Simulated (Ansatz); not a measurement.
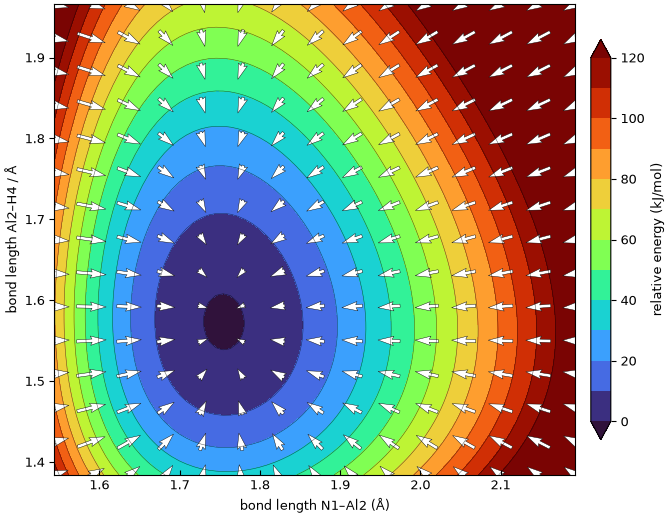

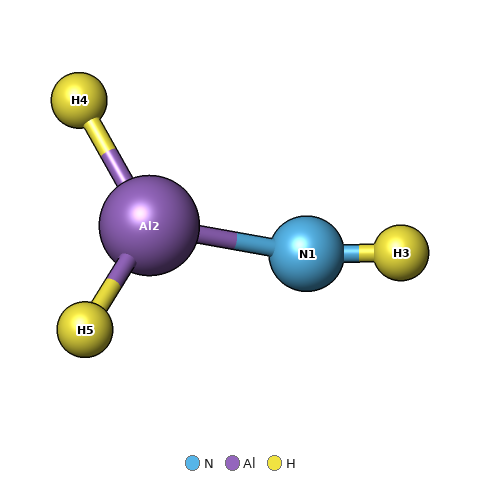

Energy landscape of AlH3N, SMILES [NH][AlH2], spin multiplicity 2. The first coordinate is: bond length N1–Al2; the second: bond length Al2–H4. Nothing is relaxed (all other coordinates rigid). Grid: 15 × 15 points. Energies: kJ/mol, counted from the lowest grid point. Method: UHF/def2-TZVP in Ansatz 0.2.0.

The picture shows filled contours, arrows along the force (downhill), their lengths compressed, one colour for all values above the top of the scale. Between grid points the surface is interpolated. The second picture is the structure at the lowest point.

Question: Where are the wells?

Answer: The lowest grid point is at bond length N1–Al2 = 1.776 Å, bond length Al2–H4 = 1.592 Å. No other kind of well shows on this grid. The highest grid point, bond length N1–Al2 = 2.193 Å, bond length Al2–H4 = 1.966 Å, lies 206 kJ/mol above the lowest. Round the minimum the two coordinates are nearly uncoupled.

The values on the grid:

| bond length Al2–H4 ↓, bond length N1–Al2 → | 1.544 | 1.590 | 1.637 | 1.683 | 1.729 | 1.776 | 1.822 | 1.869 | 1.915 | 1.961 | 2.008 | 2.054 | 2.100 | 2.147 | 2.193 |
| --- | --- | --- | --- | --- | --- | --- | --- | --- | --- | --- | --- | --- | --- | --- | --- |
| 1.966 | 144 | 110 | 87 | 74 | 68 | 69 | 74 | 84 | 97 | 112 | 129 | 147 | 166 | 186 | 206 |
| 1.924 | 133 | 99 | 76 | 62 | 57 | 57 | 63 | 73 | 85 | 100 | 117 | 135 | 154 | 174 | 194 |
| 1.883 | 123 | 89 | 65 | 52 | 46 | 47 | 52 | 62 | 74 | 89 | 106 | 124 | 143 | 163 | 183 |
| 1.841 | 114 | 79 | 56 | 42 | 36 | 37 | 42 | 52 | 64 | 79 | 96 | 113 | 132 | 152 | 172 |
| 1.799 | 105 | 70 | 47 | 33 | 27 | 27 | 33 | 42 | 54 | 69 | 86 | 104 | 122 | 142 | 162 |
| 1.758 | 97 | 62 | 39 | 25 | 19 | 19 | 24 | 34 | 46 | 60 | 77 | 95 | 114 | 133 | 153 |
| 1.716 | 91 | 56 | 32 | 18 | 12 | 12 | 17 | 26 | 38 | 53 | 69 | 87 | 106 | 126 | 145 |
| 1.675 | 86 | 50 | 27 | 13 | 6 | 6 | 11 | 20 | 32 | 47 | 63 | 81 | 100 | 119 | 139 |
| 1.633 | 82 | 47 | 23 | 9 | 2 | 2 | 7 | 16 | 28 | 42 | 59 | 76 | 95 | 114 | 134 |
| 1.592 | 81 | 45 | 21 | 7 | 0 | 0 | 5 | 14 | 25 | 40 | 56 | 73 | 92 | 112 | 131 |
| 1.550 | 81 | 46 | 21 | 7 | 0 | 0 | 5 | 13 | 25 | 39 | 56 | 73 | 91 | 111 | 130 |
| 1.509 | 84 | 49 | 24 | 10 | 3 | 3 | 7 | 16 | 28 | 42 | 58 | 75 | 93 | 113 | 132 |
| 1.467 | 91 | 55 | 30 | 16 | 9 | 9 | 13 | 22 | 33 | 47 | 63 | 81 | 99 | 118 | 138 |
| 1.425 | 101 | 65 | 40 | 26 | 19 | 18 | 23 | 31 | 43 | 56 | 72 | 90 | 108 | 127 | 147 |
| 1.384 | 115 | 79 | 54 | 40 | 33 | 32 | 36 | 45 | 56 | 70 | 86 | 103 | 121 | 140 | 160 |

Time for the 225 points that were run: 8.4 min on 1 thread of Arm Neoverse V2, with other jobs on the host.
